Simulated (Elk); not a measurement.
Band structure of CuAu (P4/mmm, 2 atoms in the cell).

```
CuAu
1.0
    2.78029     0.00000     0.00000
    0.00000     2.78029     0.00000
    0.00000     0.00000     3.49314
Cu Au
1 1
Direct
  0.50000   0.50000   0.50000
  0.00000   0.00000   0.00000
```

Level of theory: PBE, all-electron FP-LAPW, Elk's shipped species files, default APW+lo basis run with Elk.

Settings: xctype = 20; stype = 0; swidth = 0.00499791 Ha; ngridk = 16 16 12; rmtscf = 0.88; maxscl = 100.

The starting cell comes from a database of computed structures (which also holds hypothetical and non-ambient phases and stackings), without a prior relaxation at this level. Its lattice was rescaled by a random factor within 2.5 % of one. Spin-orbit coupling is off. Spin polarisation is off. Values depend on the basis (sphere radii, cutoffs, local orbitals), which need not be converged.

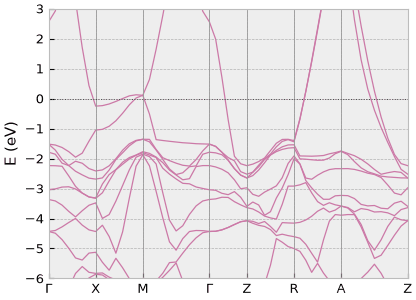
Bands along the path, energies from the Fermi level.

Levels in eV from the Fermi level, bands 21 to 28:
```
point     21     22     23     24     25     26     27     28
-----  -----  -----  -----  -----  -----  -----  -----  -----
Γ      -2.24  -1.79  -1.52  -1.52   2.56   9.51   9.69   9.69
X      -3.31  -2.69  -2.41  -1.05  -0.25  10.19  10.41  12.27
M      -1.77  -1.36  -1.36   0.11   0.11   5.27   7.11  10.51
Z      -2.98  -2.65  -2.65  -2.52  -2.24  14.24  14.87  14.87
R      -1.91  -1.64  -1.54  -1.44  -1.40   3.00   4.89  15.82
A      -2.34  -1.76  -1.75   5.28   5.70   5.70   6.51   6.93
```

Bands cross the Fermi level along this path, so the cell is metallic at this level.
